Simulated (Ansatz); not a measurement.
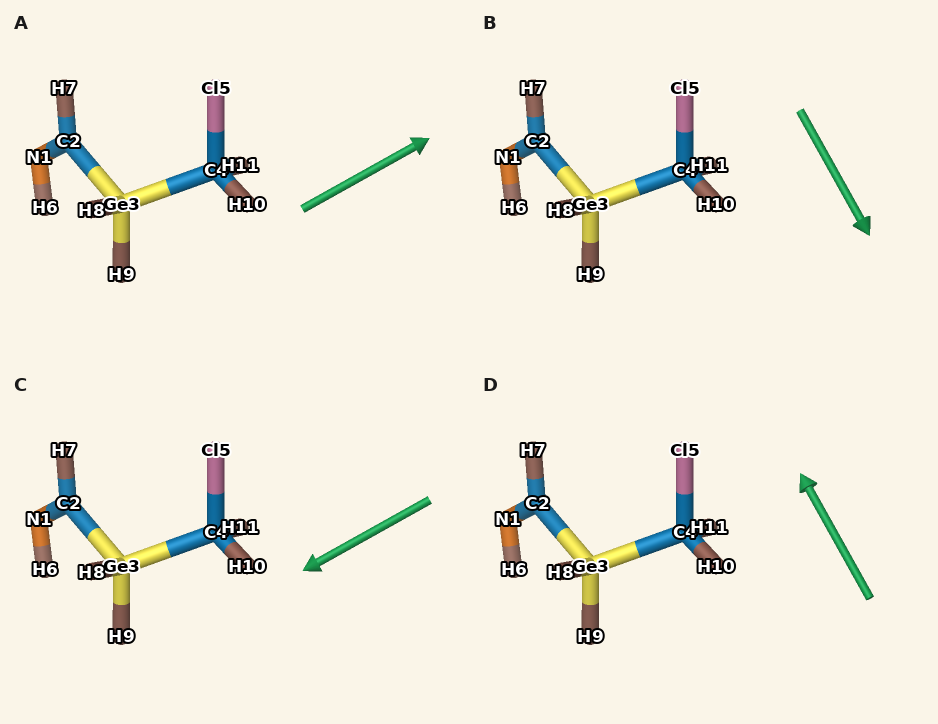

The same molecule four times, each with an arrow. The computed structure is the end point of a PBE0-D4/def2-TZVP optimisation. No frequency run is at hand to confirm it as a minimum. Level of theory: RKS r2SCAN-D4/def2-TZVPP (Ansatz 0.2.0).

### Which arrow points along the dipole moment, from the negative to the positive end?

B. The dipole moment is 2.47 D; it points from the side of H7 to the side of H10 (the outermost atoms at the two ends).
